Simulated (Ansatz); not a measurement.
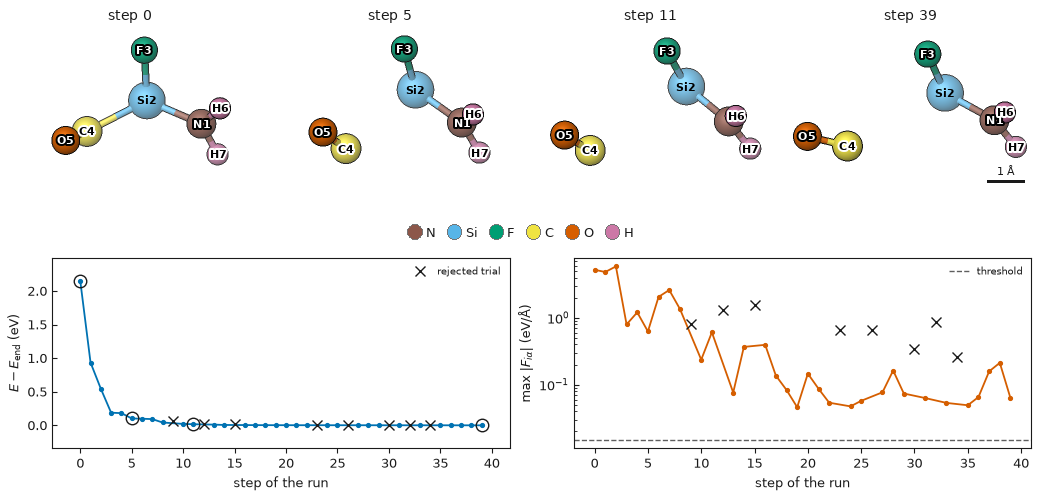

Frames of a relaxation of CH2FNOSi, marked on the history of the run. Style: ball-and-stick. Shown face on.

The run prepares an end point of a later path (torsion) calculation, from a guessed geometry.

Theory: Ansatz 0.2.0, RKS PBE/def2-SVPD. (no spin polarisation; force threshold 0.015 eV/Å; at most 40 steps)

### What happens along the run?

The relaxation stopped without meeting its thresholds, so the last structure isn't shown to be converged. It used up its limit of 40 steps. O5 moves most after the best rigid fit: 1.05 Å. Largest moves by element: O 1.05 Å, C 0.92 Å, Si 0.65 Å, H 0.56 Å, N 0.38 Å, F 0.14 Å. Among the contacts that change: Si2–C4 1.870 → 3.329 Å, Si2–F3 1.622 → 1.690 Å, N1–Si2 1.698 → 1.736 Å, C4–O5 1.169 → 1.142 Å. Bonds break: Si2–C4 (1.87 → 3.33 Å). Bond angles that change, for instance: Si2–N1–H6 122.0° → 124.9°, N1–Si2–F3 99.8° → 97.4°, Si2–N1–H7 124.7° → 122.4°. After 31 accepted moves (39 points after the start) the energy has fallen by 2.151 eV. The largest force component goes from 5.2 to 0.063 eV/Å. The line search rejected the trial steps at points 9, 12, 15, 23, 26, 30, 32, 34 of the run. Cost: 29 s on 2 threads of AMD EPYC 9R45 96-Core Processor (Zen 5), with other jobs on the host, peak memory 0.2 GiB. From step 0 to 5: C4 moves most (0.50 Å), energy −2.048 eV. From step 5 to 11: O5 moves most (0.51 Å), energy −0.086 eV. From step 11 to 39: O5 moves most (0.53 Å), energy −0.017 eV.

```
step  E − E(0), eV  largest force component, eV/Å      note
   0        0.0000                         5.2370          
   1       -1.2167                         4.8526          
   2       -1.6063                         5.8820          
   3       -1.9628                         0.7967          
   4       -1.9691                         1.2098          
   5       -2.0481                         0.6263          
   6       -2.0524                         2.0592          
   7       -2.0579                         2.6092          
   8       -2.1084                         1.3624          
   9       -2.0851                         0.8088  rejected
  10       -2.1295                         0.2370          
  12       -2.1338                         1.3256  rejected
  13       -2.1400                         0.0764          
  15       -2.1350                         1.5580  rejected
  16       -2.1467                         0.3949          
  18       -2.1479                         0.0834          
  19       -2.1484                         0.0461          
  21       -2.1487                         0.0872          
  22       -2.1489                         0.0538          
  24       -2.1489                         0.0474          
  25       -2.1491                         0.0574          
  27       -2.1492                         0.0771          
  28       -2.1493                         0.1631          
  30       -2.1492                         0.3457  rejected
  31       -2.1498                         0.0632          
  33       -2.1498                         0.0534          
  34       -2.1498                         0.2617  rejected
  36       -2.1501                         0.0654          
  37       -2.1503                         0.1582          
  39       -2.1509                         0.0632
```
